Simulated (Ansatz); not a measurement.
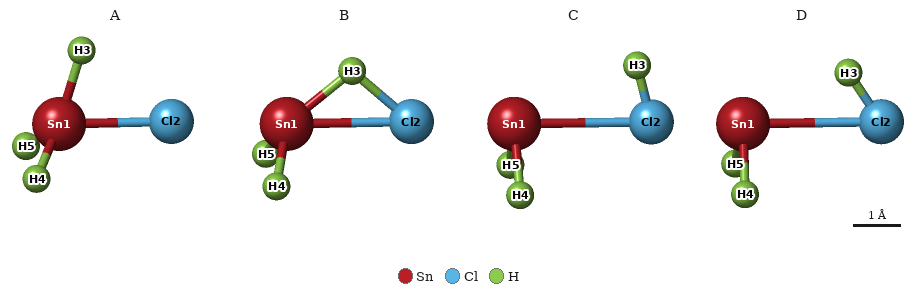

4 geometries from a converged minimum-energy path of SnH3Cl, shuffled. A ball-and-stick model, seen at a tilt.

The calculation used Ansatz, RKS PBE/def2-SVP. Run with 7 movable images; climbing image; force threshold 0.05 eV/Å; iteration limit 60; starting path through a guess of the saddle point.

> Which of them lies highest in energy?

B. In order along the path, whose images run from 0 to 8: A (image 2, +57.8 kJ/mol), B (image 4, +160.8 kJ/mol), D (image 6, +129.9 kJ/mol), C (image 7, +124.4 kJ/mol). A hydrogen atom shifts from one atom to another. Breaking: Sn1–H3 (1.72 → 1.82 at the top → 3.34 Å). Forming: Cl2–H3 (3.31 → 1.72 at the top → 1.30 Å).

Cost: 47 s on 1 thread of Intel(R) Xeon(R) Platinum 8488C (Sapphire Rapids), with other jobs on the host, peak memory 0.12 GiB.
